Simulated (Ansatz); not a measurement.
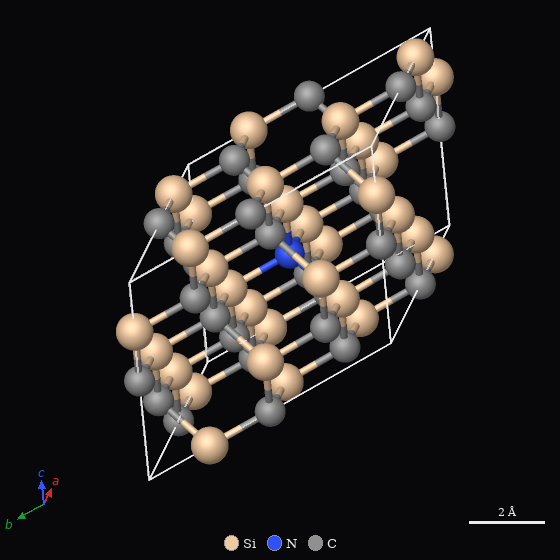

An orthographic ball-and-stick view of the structure, from a general direction. The wireframe shows the supercell. The host is SiC, in a cell of 32 sites, and the cell carries a charge of +1.

**What defect is present?**

Nitrogen on a carbon site (a substitutional impurity). It is bonded to four Si in a tetrahedral arrangement at about 1.9 Å.

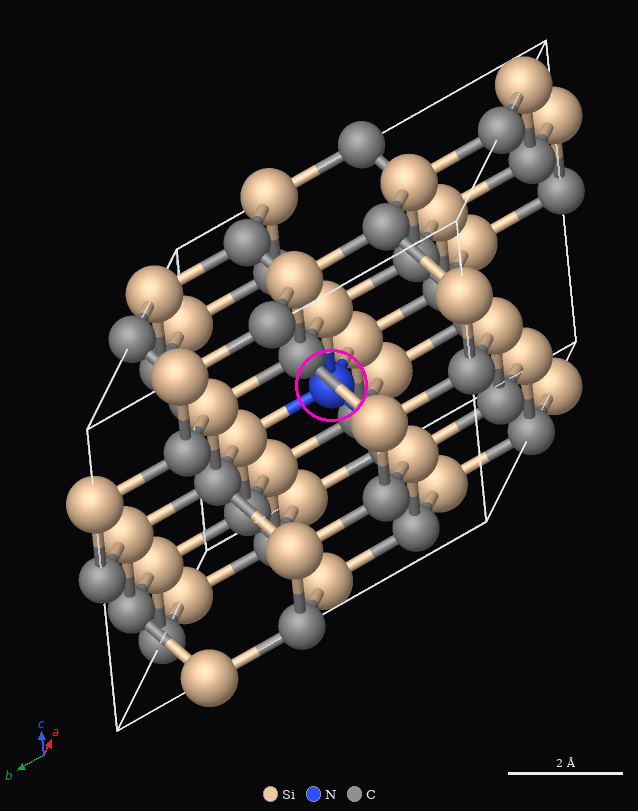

The same cell with a ring at the defect's site.

The atoms were relaxed in the host's cell with DFT LDA, scalar-relativistic, plane waves, PAW in Ansatz 0.2.0.
